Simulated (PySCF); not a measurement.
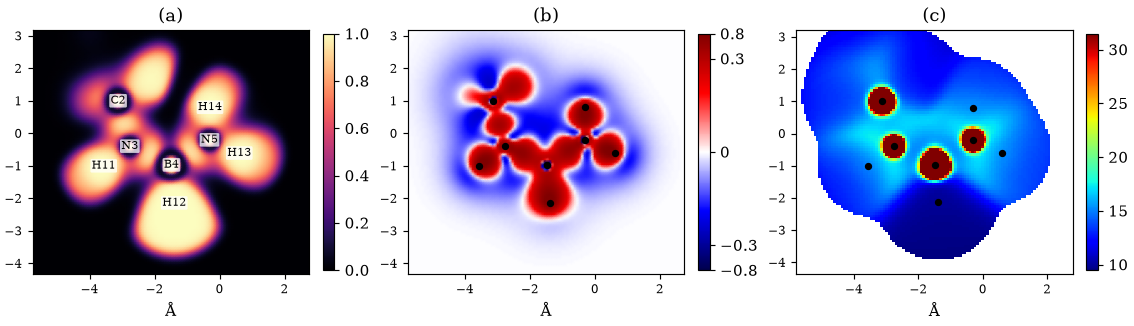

Figure. C2H9BN2, SMILES `CCNBN`. Three fields in a plane through 8 of the atoms. (b): red positive, blue negative.

Method: B3LYP/6-311+G**; geometry: GFN2-xTB; program: PySCF. No frequency check shows the geometry to be a minimum.

Q: The panels show, in some order, the deformation density, electron localisation function (ELF) and average local ionisation energy. Which is which?

A: (a) is the electron localisation function (ELF): it runs from 0 to 1 and is close to 1 over wide basins that fill the valence regions. (b) is the deformation density: it has both signs, with gains where valence electrons gather and losses around them. (c) is the average local ionisation energy: it is high near the heavier nuclei and lowest where loosely bound electrons reach out.
